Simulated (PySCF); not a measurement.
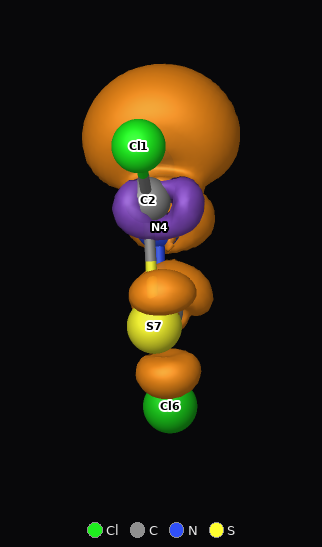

Figure. C₃Cl₂NS (doublet). Isosurfaces of the spin density (α minus β) at +0.03 (orange) and −0.03 e/Å³ (purple), seen at an oblique angle.

Geometry: GFN2-xTB.

These are results of PySCF 2.14.0, density-fitted response routines, UKS B3LYP, pcH-1 on C Cl N S, non-relativistic, mean-field spin-orbit, GIAO, not measurements.

```
atom    x (Å)    y (Å)    z (Å)
  Cl  -2.9038   0.3779   0.0703
   C  -1.2578   0.0226   0.1578
   C  -0.5898  -1.0980   0.4277
   N   0.7243  -1.0957   0.4278
   C   1.2035   0.0704   0.1473
  Cl   2.8455   0.4265   0.0629
   S  -0.0187   1.3010  -0.1499
```

Describe the spin distribution.

Answer. The unpaired spin (1 electron) lies mostly on C3 (about 0.7), N4 (about 0.1) and S7 (about 0.1), in electrons by Hirshfeld's partition.
